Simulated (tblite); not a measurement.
**C₇H₁₀FPSi: geometry relaxation (part 1 of 4)**

C₇H₁₀FPSi, computed with GFN2-xTB geometry optimisation, gas phase (tblite 0.8.0).

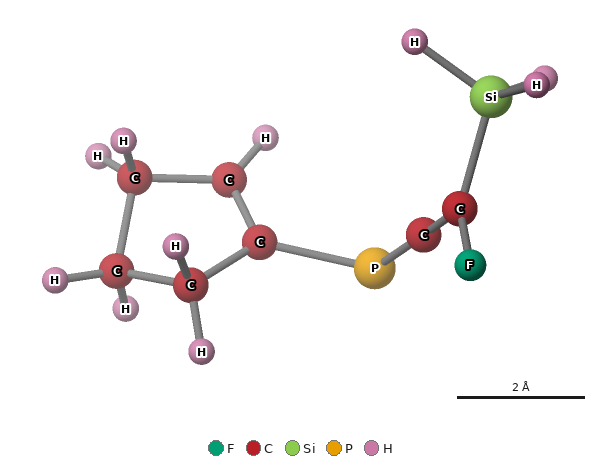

*The structure as given in the input (ball-and-stick view, seen at a tilt).*

Bond lengths as drawn: C–C 1.29 to 1.54 Å, C–F 1.35 Å, C–H 1.08 to 1.11 Å, C–P 1.66 to 1.86 Å, C–Si 1.84 Å and H–Si 1.47 to 1.49 Å.

## Results in brief

| quantity | value |
| --- | --- |
| outcome | converged |
| total energy | −788.4739 eV |
| hardware | 1 CPU thread, shared host |
| wall time | 3.7 s |
| peak memory | 0.18 GiB |

## Input
```
{"job": {"kind": "relax", "xc": "GFN2-xTB", "basis": "xTB"}, "charge": 0, "multiplicity": 1}
F      3.242100    -2.493800    -0.260500
C      2.973900    -1.200800    -0.559600
Si     4.054000     0.221700    -0.132900
C      1.863400    -0.941200    -1.171500
P      0.418500    -0.613700    -1.917200
C     -0.931900    -0.062700    -0.755500
C     -1.306900     1.211800    -0.656800
C     -2.398000     1.266600     0.387600
C     -3.013300    -0.140700     0.250400
C     -1.711300    -0.930600     0.176900
H      4.316600     0.984100    -1.356600
H      3.418400     1.051900     0.926400
H      5.289300    -0.342200     0.447600
H     -0.899100     2.062600    -1.219300
H     -1.907300     1.303800     1.373100
H     -3.131500     2.052600     0.217100
H     -3.529000    -0.190800    -0.719300
H     -3.623600    -0.431600     1.116700
H     -1.862700    -1.946200    -0.164400
H     -1.266800    -0.850000     1.195400
```

The first line tells a small driver script what to run in tblite; the rest is the geometry in Å.

Run as:
```bash
OMP_NUM_THREADS=1 python <driver script> task.json out
```

## Log
```
step      E/eV     max force
  0    -787.64588    2.437
  1    -787.81012    1.382
  2    -787.94431    1.069
  3    -788.01142    0.826
  4    -788.06349    0.572
  5    -788.09279    0.442
  6    -788.11661    0.362
  7    -788.13291    0.377
  8    -788.14834    0.276
  9    -788.16020    0.221
 10    -788.16964    0.204
 11    -788.17965    0.253
 12    -788.19098    0.278
 13    -788.20209    0.307
 14    -788.21207    0.234
 15    -788.22161    0.239
 16    -788.23212    0.242
 17    -788.24306    0.230
 18    -788.25136    0.198
 19    -788.25678    0.193
 20    -788.26194    0.198
 21    -788.26846    0.226
 22    -788.27527    0.195
 23    -788.28099    0.157
 24    -788.28566    0.150
 25    -788.29036    0.165
 26    -788.29519    0.157
 27    -788.29894    0.131
 28    -788.30147    0.104
 29    -788.30378    0.113
 30    -788.30630    0.115
 31    -788.30875    0.124
 32    -788.31097    0.110
 33    -788.31315    0.109
 34    -788.31553    0.133
 35    -788.31752    0.115
 36    -788.31894    0.102
 37    -788.31990    0.070
 38    -788.32083    0.057
 39    -788.32154    0.057
 40    -788.32267    0.079
 41    -788.32359    0.079
 42    -788.32451    0.061
 43    -788.32532    0.057
 44    -788.32610    0.056
 45    -788.32684    0.058
 46    -788.32763    0.065
 47    -788.32856    0.061
 48    -788.32960    0.074
 49    -788.33052    0.067
 50    -788.33124    0.058
 51    -788.33196    0.065
 52    -788.33285    0.074
 53    -788.33386    0.070
 54    -788.33471    0.060
 55    -788.33530    0.048
 56    -788.33569    0.050
 57    -788.33606    0.044
 58    -788.33644    0.047
 59    -788.33683    0.054
 60    -788.33724    0.057
 61    -788.33770    0.058
 62    -788.33825    0.066
 63    -788.33885    0.054
 64    -788.33948    0.056
 65    -788.34009    0.061
 66    -788.34066    0.053
 67    -788.34126    0.059
 68    -788.34191    0.056
 69    -788.34256    0.063
 70    -788.34318    0.063
 71    -788.34377    0.064
 72    -788.34435    0.061
 73    -788.34483    0.041
 74    -788.34517    0.030
 75    -788.34541    0.033
 76    -788.34561    0.032
 77    -788.34581    0.034
 78    -788.34602    0.034
 79    -788.34623    0.031
 80    -788.34643    0.033
 81    -788.34663    0.030
 82    -788.34686    0.028
 83    -788.34715    0.036
 84    -788.34747    0.045
 85    -788.34777    0.045
 86    -788.34806    0.036
 87    -788.34842    0.036
 88    -788.34891    0.040
 89    -788.34956    0.066
 90    -788.35043    0.099
 91    -788.35168    0.117
 92    -788.35384    0.154
 93    -788.35720    0.209
 94    -788.36114    0.173
 95    -788.36403    0.138
 96    -788.36495    0.079
 97    -788.36598    0.113
 98    -788.36677    0.082
 99    -788.36790    0.093
100    -788.37002    0.087
101    -788.37143    0.082
102    -788.37242    0.059
103    -788.37285    0.078
104    -788.37347    0.049
105    -788.37377    0.027
106    -788.37403    0.032
107    -788.37418    0.041
108    -788.37443    0.045
109    -788.37474    0.039
110    -788.37504    0.041
111    -788.37542    0.042
112    -788.37576    0.037
113    -788.37605    0.041
114    -788.37630    0.038
115    -788.37661    0.046
116    -788.37711    0.051
117    -788.37783    0.049
118    -788.37840    0.063
119    -788.37900    0.064
120    -788.37965    0.063
121    -788.38030    0.074
122    -788.38117    0.084
123    -788.38209    0.062
124    -788.38333    0.082
125    -788.38442    0.096
126    -788.38681    0.096
127    -788.38953    0.120
128    -788.39158    0.149
129    -788.39198    0.202
130    -788.39671    0.153
131    -788.39957    0.118
132    -788.40355    0.115
133    -788.41138    0.182
134    -788.41579    0.170
135    -788.41721    0.294
136    -788.41756    0.251
137    -788.42405    0.090
138    -788.42537    0.075
139    -788.42678    0.154
140    -788.42812    0.080
141    -788.42948    0.080
142    -788.43103    0.099
143    -788.43239    0.091
144    -788.43346    0.064
145    -788.43425    0.061
146    -788.43487    0.081
147    -788.43558    0.074
148    -788.43661    0.072
149    -788.43766    0.084
150    -788.43965    0.089
151    -788.44196    0.101
152    -788.44448    0.133
153    -788.44560    0.189
154    -788.44847    0.271
155    -788.45145    0.169
156    -788.45495    0.217
157    -788.45734    0.121
158    -788.45833    0.089
159    -788.45942    0.082
160    -788.46028    0.062
161    -788.46118    0.056
162    -788.46202    0.079
163    -788.46285    0.093
164    -788.46361    0.065
165    -788.46414    0.067
166    -788.46458    0.047
167    -788.46494    0.064
168    -788.46530    0.039
169    -788.46570    0.035
170    -788.46607    0.043
171    -788.46646    0.048
172    -788.46687    0.043
173    -788.46729    0.049
174    -788.46768    0.036
175    -788.46806    0.035
176    -788.46844    0.031
177    -788.46875    0.047
178    -788.46912    0.046
179    -788.46959    0.049
180    -788.47011    0.038
181    -788.47048    0.033
182    -788.47064    0.039
183    -788.47080    0.041
184    -788.47093    0.026
185    -788.47114    0.024
186    -788.47122    0.020
187    -788.47129    0.016
188    -788.47133    0.015
189    -788.47138    0.012
190    -788.47142    0.012
191    -788.47145    0.012
192    -788.47148    0.010
193    -788.47152    0.012
194    -788.47157    0.014
195    -788.47161    0.013
196    -788.47164    0.014
197    -788.47168    0.016
198    -788.47171    0.015
199    -788.47174    0.016
200    -788.47179    0.013
201    -788.47184    0.016
202    -788.47190    0.018
203    -788.47194    0.016
204    -788.47197    0.013
205    -788.47199    0.015
206    -788.47202    0.017
207    -788.47205    0.016
208    -788.47209    0.013
209    -788.47212    0.013
210    -788.47217    0.015
211    -788.47222    0.018
212    -788.47228    0.017
213    -788.47233    0.014
214    -788.47238    0.015
215    -788.47243    0.019
216    -788.47250    0.024
217    -788.47260    0.027
218    -788.47270    0.023
219    -788.47281    0.021
220    -788.47293    0.028
221    -788.47304    0.033
222    -788.47317    0.032
223    -788.47324    0.042
224    -788.47341    0.029
225    -788.47354    0.026
226    -788.47371    0.024
227    -788.47380    0.020
228    -788.47386    0.014
229    -788.47390    0.011
230    -788.47391    0.009
```

## Trajectory as extended XYZ (Å, eV, eV/Å), 40 of the 231 frames kept, from step=0 to step=230
```
20
Properties=species:S:1:pos:R:3:forces:R:3 step=0 energy=-787.64588
F     3.2421   -2.4938   -0.2605    0.5230  -0.2810   0.3670
C     2.9739   -1.2008   -0.5596   -0.6610  -0.7420  -0.4000
Si    4.0540    0.2217   -0.1329    1.3670   0.9310   0.8270
C     1.8634   -0.9412   -1.1715   -2.3910   0.4690  -0.0480
P     0.4185   -0.6137   -1.9172    0.3980  -0.0060  -0.4960
C    -0.9319   -0.0627   -0.7555    1.6020  -0.0550  -0.1800
C    -1.3069    1.2118   -0.6568    0.0230   0.0980  -0.0660
C    -2.3980    1.2666    0.3876   -0.3230   0.0440  -0.4120
C    -3.0133   -0.1407    0.2504    0.3070   0.4400   0.2370
C    -1.7113   -0.9306    0.1769   -0.2780   0.0010   0.3490
H     4.3166    0.9841   -1.3566   -0.0640  -0.0060   0.1000
H     3.4184    1.0519    0.9264    0.0510  -0.1990  -0.3620
H     5.2893   -0.3422    0.4476   -0.1350   0.0980  -0.1380
H    -0.8991    2.0626   -1.2193   -0.3220  -0.5270   0.5080
H    -1.9073    1.3038    1.3731   -0.3410   0.4630  -0.1380
H    -3.1315    2.0526    0.2171    0.1710   0.1570   0.2870
H    -3.5290   -0.1908   -0.7193   -0.1900  -0.1710   0.5130
H    -3.6236   -0.4316    1.1167   -0.0590   0.1270  -0.5120
H    -1.8627   -1.9462   -0.1644    0.2850  -0.2500   0.1390
H    -1.2668   -0.8500    1.1954    0.0380  -0.5910  -0.5750
20
Properties=species:S:1:pos:R:3:forces:R:3 step=6 energy=-788.11661
F     3.2812   -2.4533   -0.2346    0.0200   0.0980   0.0310
C     2.8983   -1.1883   -0.5949   -0.2490  -0.0360   0.0470
Si    4.0903    0.2137   -0.1156    0.1950   0.1490   0.1510
C     1.7107   -0.9623   -1.0849   -0.0810  -0.0870  -0.0480
P     0.3990   -0.5884   -2.0013   -0.0020   0.0420   0.2970
C    -0.8410   -0.0686   -0.7413   -0.1880   0.1910  -0.2440
C    -1.2895    1.1856   -0.6480    0.0480   0.0630   0.0460
C    -2.4010    1.2806    0.3609   -0.0460  -0.0350   0.0260
C    -2.9827   -0.1293    0.2520   -0.0120  -0.0050   0.0680
C    -1.6835   -0.9415    0.1593   -0.1680  -0.0790   0.1630
H     4.3171    0.9907   -1.3386    0.0270  -0.0360   0.0790
H     3.4159    1.0461    0.8990    0.0700  -0.1060  -0.1280
H     5.3269   -0.3537    0.4503   -0.2310   0.0220  -0.1530
H    -0.9184    2.0424   -1.1770    0.1190   0.0810  -0.0320
H    -1.9561    1.3884    1.3552   -0.0060   0.1360   0.0880
H    -3.1163    2.0924    0.2271    0.0790  -0.0810  -0.2400
H    -3.5633   -0.2160   -0.6692    0.0760  -0.0490  -0.0290
H    -3.6333   -0.4117    1.0795    0.1490  -0.0130   0.0980
H    -1.8241   -1.9682   -0.1580    0.0550  -0.1020  -0.2260
H    -1.2354   -0.9477    1.1577    0.1450  -0.1540   0.0080
20
Properties=species:S:1:pos:R:3:forces:R:3 step=12 energy=-788.19098
F     3.3008   -2.4194   -0.2074   -0.1150   0.1220   0.0160
C     2.8475   -1.1706   -0.5602   -0.0900  -0.0690  -0.0350
Si    4.0872    0.2225   -0.1183   -0.1650  -0.1690  -0.0240
C     1.6485   -0.9970   -1.0463    0.1570   0.0460  -0.0100
P     0.3698   -0.5635   -1.9866    0.2420  -0.1050   0.0880
C    -0.8798   -0.0556   -0.7556    0.2490   0.0200  -0.1000
C    -1.2842    1.2065   -0.6318    0.0590  -0.0510   0.0040
C    -2.3989    1.2902    0.3662   -0.1000  -0.0120  -0.0520
C    -2.9665   -0.1338    0.2814    0.0710  -0.0520   0.0460
C    -1.6830   -0.9607    0.1481    0.0760   0.0140   0.0100
H     4.3366    0.9934   -1.3259    0.0290   0.0710  -0.1320
H     3.4206    1.0400    0.8862   -0.0390   0.1210   0.1180
H     5.3022   -0.3822    0.4154   -0.0160  -0.0740  -0.0220
H    -0.8864    2.0582   -1.1593   -0.0190  -0.0330   0.0830
H    -1.9879    1.4621    1.3667   -0.0480   0.0830  -0.0020
H    -3.1091    2.0795    0.1370   -0.1450  -0.0010   0.0080
H    -3.5392   -0.2392   -0.6435   -0.0820   0.0310   0.0900
H    -3.5946   -0.4137    1.1243    0.0510   0.0010   0.0610
H    -1.8055   -1.9739   -0.2345   -0.1330   0.0810  -0.0910
H    -1.1832   -1.0321    1.1218    0.0170  -0.0240  -0.0580
20
Properties=species:S:1:pos:R:3:forces:R:3 step=18 energy=-788.25136
F     3.2756   -2.4035   -0.1394    0.0290  -0.1070   0.1350
C     2.8277   -1.1728   -0.5201    0.0980  -0.0010  -0.0110
Si    4.0464    0.2367   -0.1265    0.0580   0.0280  -0.0140
C     1.6397   -1.0106   -1.0159    0.0170   0.0150  -0.0810
P     0.4033   -0.5682   -1.9910   -0.1590   0.1100  -0.0420
C    -0.8436   -0.0372   -0.7652   -0.1300  -0.0030   0.0960
C    -1.2635    1.2150   -0.6092   -0.0190   0.0460  -0.0430
C    -2.4155    1.3012    0.3521    0.0860   0.0280  -0.0060
C    -2.9258   -0.1441    0.3287   -0.0210   0.0290  -0.0230
C    -1.6517   -0.9704    0.1103   -0.0590   0.0080  -0.0940
H     4.3517    0.9996   -1.3392   -0.1120  -0.0250   0.0370
H     3.4247    1.0723    0.9034    0.0250   0.0220  -0.0370
H     5.2364   -0.4469    0.3568    0.1070  -0.0240   0.0850
H    -0.8540    2.0772   -1.1025    0.0220   0.0940  -0.0140
H    -2.0600    1.5805    1.3504   -0.0050  -0.0030  -0.0400
H    -3.1671    2.0318    0.0452    0.0420  -0.0730   0.0040
H    -3.5574   -0.2572   -0.5557   -0.0780  -0.0710   0.0730
H    -3.5031   -0.4231    1.2087    0.1130  -0.0180   0.0310
H    -1.8555   -1.9311   -0.3648    0.0700  -0.0050   0.0650
H    -1.1134   -1.1385    1.0514   -0.0830  -0.0510  -0.1190
20
Properties=species:S:1:pos:R:3:forces:R:3 step=24 energy=-788.28566
F     3.2459   -2.4000   -0.0384   -0.0710  -0.0060  -0.0160
C     2.8247   -1.1854   -0.5045    0.0140   0.0810   0.0810
Si    4.0485    0.2262   -0.1206    0.0570   0.0450   0.0020
C     1.6541   -1.0136   -1.0399   -0.0310  -0.0400   0.0150
P     0.4092   -0.5394   -1.9949    0.0600   0.0090  -0.1370
C    -0.8348   -0.0095   -0.7700   -0.0150  -0.0110  -0.0330
C    -1.2528    1.2424   -0.6050   -0.0460  -0.0330   0.0310
C    -2.4210    1.3104    0.3350   -0.0570  -0.0210  -0.0070
C    -2.9040   -0.1489    0.3597   -0.0090  -0.0240   0.0390
C    -1.6502   -0.9748    0.0561    0.0310  -0.0130  -0.0230
H     4.3065    0.9964   -1.3425   -0.0450  -0.0830   0.0640
H     3.4460    1.1042    0.8948    0.0740  -0.1090  -0.0660
H     5.2315   -0.4907    0.3536    0.0100   0.1050   0.0300
H    -0.8258    2.1209   -1.0614   -0.0310  -0.0520   0.0160
H    -2.1080    1.6657    1.3229    0.0240  -0.0960  -0.0310
H    -3.2010    1.9824   -0.0200    0.0000   0.0860  -0.0390
H    -3.6220   -0.2959   -0.4516    0.0090   0.0180   0.0670
H    -3.3824   -0.4319    1.2939    0.0140   0.0240   0.0720
H    -1.8725   -1.9134   -0.4519   -0.0060   0.0440  -0.1320
H    -1.0972   -1.2345    0.9623    0.0180   0.0760   0.0690
20
Properties=species:S:1:pos:R:3:forces:R:3 step=29 energy=-788.30378
F     3.2073   -2.3963    0.0119   -0.0490   0.0360  -0.0260
C     2.8144   -1.1793   -0.4791   -0.0890  -0.0520   0.0050
Si    4.0635    0.2143   -0.1163   -0.0450  -0.0540   0.0210
C     1.6607   -1.0155   -1.0568   -0.0150   0.0690   0.0280
P     0.4270   -0.5178   -2.0198    0.0110  -0.0080   0.0960
C    -0.8316   -0.0008   -0.7876    0.0220   0.0010  -0.0490
C    -1.2583    1.2449   -0.6061    0.0190   0.0030  -0.0420
C    -2.4348    1.3096    0.3215    0.0310  -0.0270   0.0040
C    -2.8960   -0.1566    0.3849    0.0080   0.0010  -0.0200
C    -1.6472   -0.9769    0.0238   -0.0210   0.0090   0.0260
H     4.2684    0.9760   -1.3418    0.0490  -0.0080  -0.0990
H     3.4744    1.0987    0.8850   -0.0120   0.0210   0.1100
H     5.2501   -0.4799    0.3712    0.0450   0.0460  -0.0050
H    -0.8243    2.1305   -1.0380   -0.0240   0.0030  -0.0420
H    -2.1230    1.6763    1.3034   -0.0070   0.0090   0.0140
H    -3.2128    1.9780   -0.0563    0.0500  -0.0460   0.0500
H    -3.6613   -0.3167   -0.3759   -0.0270  -0.0350   0.0250
H    -3.3112   -0.4289    1.3551    0.0390   0.0180  -0.0420
H    -1.8785   -1.8906   -0.5260   -0.0190   0.0240   0.0110
H    -1.0921   -1.2583    0.9245    0.0340  -0.0100  -0.0640
20
Properties=species:S:1:pos:R:3:forces:R:3 step=35 energy=-788.31752
F     3.1346   -2.3910    0.0823   -0.0060  -0.0500   0.0280
C     2.7773   -1.1764   -0.4288    0.0720   0.0660   0.0070
Si    4.0521    0.2063   -0.1064    0.0320   0.0520  -0.0050
C     1.6448   -0.9941   -1.0374   -0.0190  -0.0020   0.0350
P     0.4418   -0.4939   -2.0313   -0.0490   0.0170  -0.0600
C    -0.8272    0.0211   -0.8178   -0.0800  -0.0480   0.0220
C    -1.2549    1.2606   -0.6112    0.0070  -0.0180  -0.0260
C    -2.4372    1.3045    0.3084    0.0190   0.0940  -0.0050
C    -2.8676   -0.1691    0.4194    0.0120   0.0200   0.0240
C    -1.6403   -0.9791   -0.0322    0.0070  -0.0310  -0.0230
H     4.2518    0.9298   -1.3676   -0.0250  -0.0600   0.0950
H     3.5087    1.0987    0.9220    0.0050  -0.0170  -0.0270
H     5.2656   -0.4585    0.3634   -0.0150   0.0010  -0.0240
H    -0.8223    2.1536   -1.0289   -0.0350   0.0170  -0.0240
H    -2.1571    1.7245    1.2799    0.0180  -0.0460  -0.0240
H    -3.2228    1.9383   -0.1053   -0.0510  -0.0010   0.0310
H    -3.7100   -0.3629   -0.2502    0.1020   0.0250   0.0240
H    -3.1826   -0.4216    1.4313    0.0370  -0.0340  -0.0280
H    -1.9090   -1.8501   -0.6336    0.0030   0.0130   0.0380
H    -1.0510   -1.3302    0.8217   -0.0350   0.0020  -0.0580
```
